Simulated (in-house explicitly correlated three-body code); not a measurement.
Two electrons around a point charge Z = 8, with all interactions Yukawa-screened by 0.08 bohr⁻¹. Computed variationally in 260 exponentially correlated functions with an in-house code, non-relativistic, converged to about 10⁻⁸ of the energy. Wanted, and plotted below: the bound S and P states that converged, by term and principal number n, on a logarithmic scale of binding.

The ground state is bound by 723.8 eV. The n = 2 states drawn run, from the deepest, 2 ³S (163.3 eV), 2 ³P (155.8 eV), 2 ¹S (155.6 eV), 2 ¹P (150.5 eV). Exchange puts 2 ³S below 2 ¹S by 7.76 eV and 2 ³P below 2 ¹P by 5.28 eV.

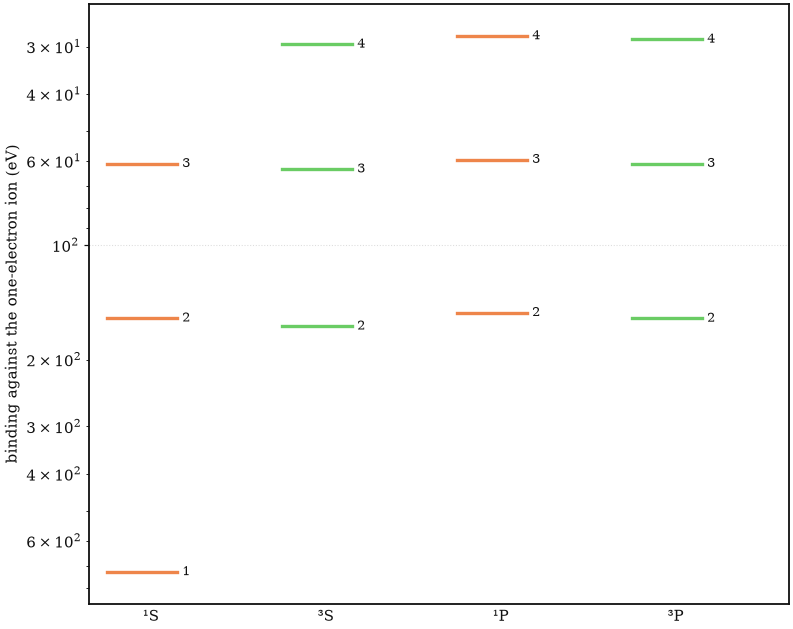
